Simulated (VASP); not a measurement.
Given:

```yaml
crystal:
  lattice:
    - [4.00562, 0.00000, 0.00000]
    - [0.00000, 4.00562, 0.00000]
    - [0.00000, 0.00000, 4.00562]
  atoms:
    - { symbol: K, position: [0.00000, 0.00000, 0.00000] }
    - { symbol: Mg, position: [0.50000, 0.50000, 0.50000] }
    - { symbol: F, position: [0.50000, 0.00000, 0.50000] }
    - { symbol: F, position: [0.00000, 0.50000, 0.50000] }
    - { symbol: F, position: [0.50000, 0.50000, 0.00000] }
```

Computed with PBE GGA with D3 dispersion (Becke-Johnson damping), VASP's PBE PAW potentials (set 64) (plane waves; VASP 6.6.1). Numerical set-up: 520 eV cut-off, 6×6×6 Γ-centred mesh, tetrahedra with Blöchl corrections, potentials K_sv Mg F.

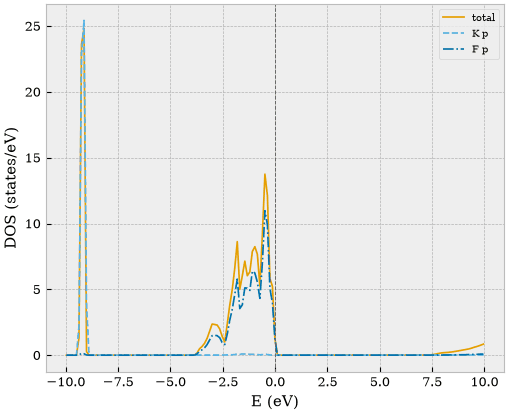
Total and projected density of states, zero at the valence-band maximum

Within 2 eV below the valence-band maximum the largest weight inside VASP's projection spheres is F p.

The gap is indirect, 7.19 eV, from the valence maximum at R to the conduction minimum at Γ.

The compound is KMgF3 in the cubic perovskite structure. It was relaxed first.
